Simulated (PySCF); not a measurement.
**C4H11FO2Si: density, localisation and related maps**

Input

```
{"job": {"kind": "nmr", "xc": "PBE0", "basis": "pcSseg-1"}, "charge": 0, "multiplicity": 1}
C     -1.417391    -0.447144    -1.887705
C     -1.019375    -0.515519    -0.417286
C     -1.741148     0.554703     0.406523
O     -1.300377     0.554891     1.737466
O      0.363701    -0.365304    -0.305701
Si     1.238020     0.253344     0.914498
C      2.983671     0.000054     0.173474
F      3.931287     0.442170     1.078342
H     -2.486184    -0.607396    -1.999808
H     -1.157994     0.527529    -2.292068
H     -0.880672    -1.208256    -2.446982
H     -1.282936    -1.505550    -0.008430
H     -1.485742     1.540337     0.014591
H     -2.826377     0.408790     0.342522
H     -1.521826    -0.288184     2.148558
H      1.161610    -0.536325     2.146232
H      1.055368     1.680942     1.155451
H      3.155342     0.567587    -0.743753
H      3.221218    -1.047417    -0.023385
```

Command:

```sh
OMP_NUM_THREADS=1 python probes_run.py task.json out
```

Geometry: GFN2-xTB.

The calculation used PySCF 2.14.0, PBE0/pcSseg-1, SCF density, gas phase, non-relativistic.

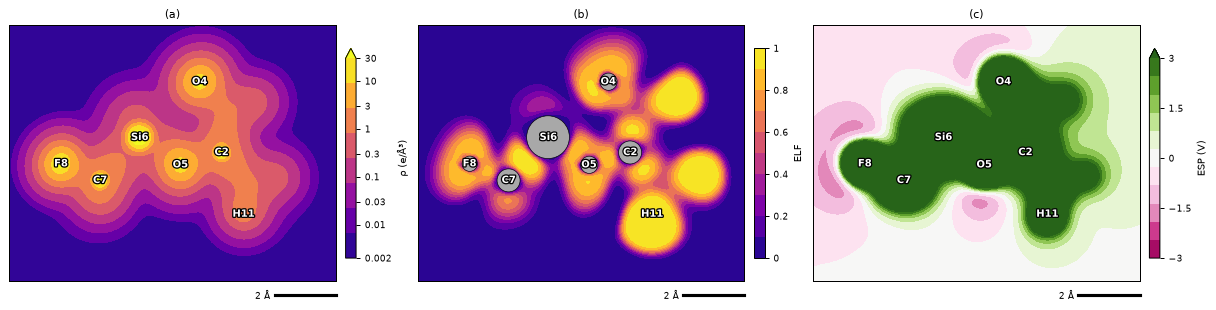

Figure 1. (a) electron density; (b) ELF; (c) molecular electrostatic potential on the plane of atoms Si6, C7 and F8. Grey discs cover the atomic cores in the ELF map.

What do the fields say about this system?

Answer. The plane passes through C, O, Si, F and H nuclei. C–F (1.38 Å): ρ is about 2 e/Å³ halfway, with its minimum of 1.6 e/Å³ about 0.5 Å from C; the ELF peaks at about 0.80 between the atoms, as expected for a polar covalent bond. C–O (1.40 Å): ρ is about 2.1 e/Å³ halfway, with its minimum of 1.8 e/Å³ about 0.5 Å from C; the ELF peaks at about 0.85 between the atoms, as expected for a shared but strongly polarised pair. Si–O (1.62 Å): ρ at the midpoint is about 1.2 e/Å³; the ELF peaks at about 0.85 between the atoms, as expected for a short, strongly polar bond. C–Si (1.91 Å): the density is about 0.96 e/Å³ at the midpoint; the ELF peaks at about 1 between the atoms; localised, covalent bonding. The ELF also peaks beside O5, F8 and O4, away from the bonds: lone-pair regions. Outside the dense part of the molecule the potential is most negative (−1.6 V) near F8.

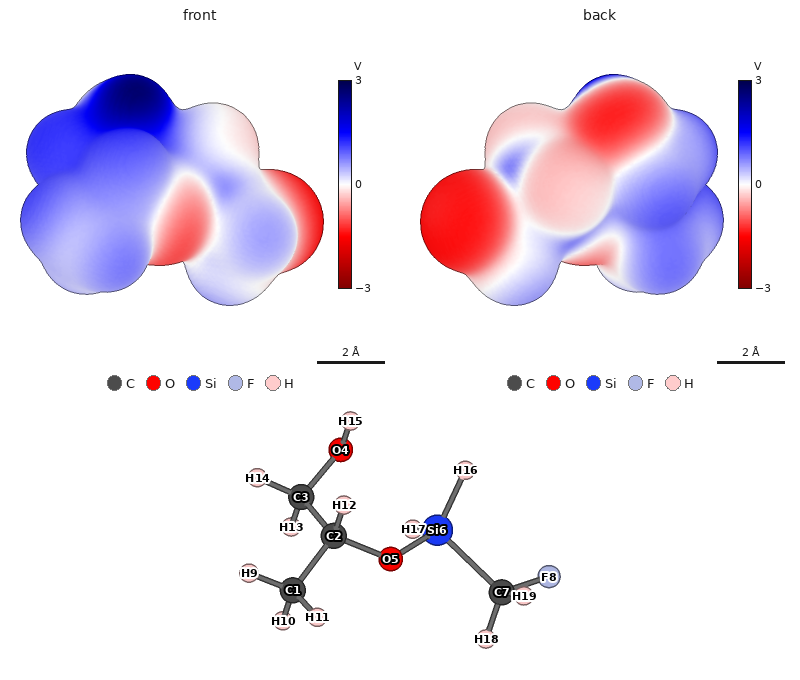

Figure 2. The molecular electrostatic potential painted on the density surface at 0.002 e/bohr³, seen from the front and from behind; the colour scale runs from red (negative) to blue (positive). The bare structure is drawn below in the same view.

Describe the electrostatic potential map.

Answer. The most negative region (about −1.4 V) lies over F8, the most positive (about +2.6 V) over H15.

How polar is the molecule by this calculation?

Answer. Its dipole moment is 4.65 D.
